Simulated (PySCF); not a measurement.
**HS (SMILES [SH]): UCISD/6-31G(d) (spherical functions)**

What is the vertical doublet–quartet gap of HS at UCISD/6-31G* (spherical functions)? The job is set up through a Python script.

The calculation is run with PySCF 2.14.0.

11 further runs of the same task are left out: 11 set aside as unsound or not needed.

### 1 Starting point

HS has 2 atoms, charge 0, and is taken as a doublet. SMILES: `[SH]`. Geometry: relaxed at GFN2-xTB.

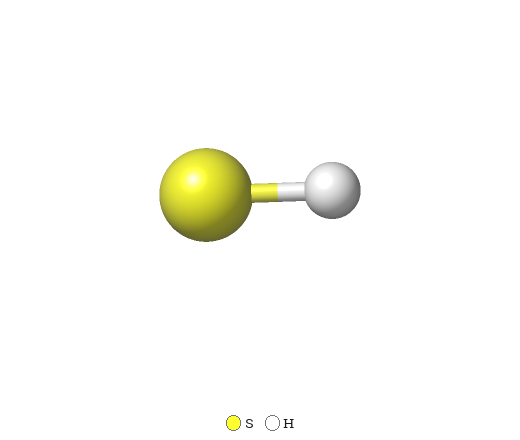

The structure, seen from a chosen angle (sulfur yellow, hydrogen white).

### 2 A single-point energy at UCISD/6-31G(d) (spherical functions)

The input, mol.xyz:

```xyz
2
HS
S      0.568010    -0.185670     0.292090
H     -0.568010     0.185670    -0.292090
```

The input, job.py:

```python
from pyscf import gto, scf, ci

system = gto.M(
    atom='mol.xyz',
    max_memory=1860,
    verbose=4,
    basis='6-31g*',
    charge=0,
    spin=1,
)

mf = scf.UHF(system)
mf.conv_tol = 1e-10
mf.kernel()
if not mf.converged:
    mf = mf.newton().run(mf.mo_coeff, mf.mo_occ)

cisd = ci.CISD(mf, frozen=5)
cisd.kernel()
energy = cisd.e_tot
print('E(%s) = %.9f' % ('CISD', energy))
```

The run is started by

```console
OMP_NUM_THREADS=1 python job.py
```

Standard output:

```text
PySCF version 2.14.0

[INPUT] num. atoms = 2
[INPUT] num. electrons = 17
[INPUT] charge = 0
[INPUT] spin (= nelec alpha-beta = 2S) = 1
[INPUT] symmetry False subgroup None
[INPUT] Mole.unit = angstrom
[INPUT] Symbol           X                Y                Z      unit          X                Y                Z       unit  Magmom
[INPUT]  1 S      0.568010000000  -0.185670000000   0.292090000000 AA    1.073383336014  -0.350865449548   0.551970103724 Bohr   0.0
[INPUT]  2 H     -0.568010000000   0.185670000000  -0.292090000000 AA   -1.073383336014   0.350865449548  -0.551970103724 Bohr   0.0

nuclear repulsion = 6.36460058197775
number of shells = 10
number of NR pGTOs = 55
number of NR cGTOs = 20
basis = 6-31g*
ecp = {}

[... 19 lines left out ...]
WARN: beta  nocc = 8  HOMO -0.299445453299612 >= LUMO -0.299445453299607
[... 46 lines left out ...]
converged SCF energy = -398.062964455475  <S^2> = 0.75763933  2S+1 = 2.0076248
[... 1 line left out ...]
******** <class 'pyscf.ci.ucisd.UCISD'> ********
CISD nocc = (np.int64(4), np.int64(3)), nmo = (15, 15)
frozen orbitals 5
max_cycle = 50
direct = 0
conv_tol = 1e-09
max_cycle = 50
max_space = 12
lindep = 0
nroots = 1
Init t2, MP2 energy = -0.0962082237454691
UCISD converged
E(UCISD) = -398.1761814501802  E_corr = -0.1132169947050181
E(CISD) = -398.176181450
```

It took 0.74 s on 1 thread of Arm Neoverse V1, shared host; peak memory 0.1 GiB.

### 3 The quartet at the same level

The input, input.py:

```python
from pyscf import gto, ci

molecule = gto.Mole()
molecule.atom = [
    ('S', (0.568010, -0.185670, 0.292090)),
    ('H', (-0.568010, 0.185670, -0.292090)),
]
molecule.charge = 0
molecule.basis = '6-31g*'
molecule.spin = 3
molecule.max_memory = 1860
molecule.verbose = 3
molecule.build()

calc0 = molecule.UHF()
calc0.conv_tol = 1e-10
calc0.kernel()
if not calc0.converged:
    calc0 = calc0.newton().run(calc0.mo_coeff, calc0.mo_occ)

cisd = ci.CISD(calc0, frozen=5)
cisd.kernel()
e_tot = cisd.e_tot
print('E = %.10f Eh' % e_tot)
```

The run is started by

```console
OMP_NUM_THREADS=1 python input.py
```

Standard output:

```text
WARN: HOMO 0.13762663390157 >= LUMO -0.299445453299612

converged SCF energy = -397.857522842659  <S^2> = 3.7555115  2S+1 = 4.0027548
E(UCISD) = -397.9548251325206  E_corr = -0.09730228986179713
E = -397.9548251325 Eh
```

It took 0.82 s on 1 thread of Arm Neoverse V1, shared host; peak memory 0.12 GiB.

### 4 Results

At UCISD/6-31G* (spherical functions), 5 core orbitals frozen:

| quantity | value |
| --- | --- |
| doublet: total energy | -398.17618 Eh |
| doublet: dipole moment (Hartree–Fock density) | 1.08 D |
| doublet: HOMO energy (Hartree–Fock orbitals) (highest over α and β) | -10.24 eV |
| doublet: LUMO energy (Hartree–Fock orbitals) (lowest over α and β) | 0.18 eV |
| doublet: correlation energy (5 core orbitals frozen) | -113.2 mEh |
| doublet: ⟨S²⟩ of the reference determinant | 0.758 |
| quartet: total energy | -397.95483 Eh |
| quartet: dipole moment (Hartree–Fock density) | 0.55 D |
| quartet: HOMO energy (Hartree–Fock orbitals) (highest over α and β) | -4.08 eV |
| quartet: LUMO energy (Hartree–Fock orbitals) (lowest over α and β) | -0.19 eV |
| quartet: correlation energy (5 core orbitals frozen) | -97.3 mEh |
| quartet: ⟨S²⟩ of the reference determinant | 3.756 |
| vertical energy of the quartet above the doublet | 6.023 eV |

In words: At this shape the quartet lies 6.02 eV (581 kJ/mol) above the doublet.
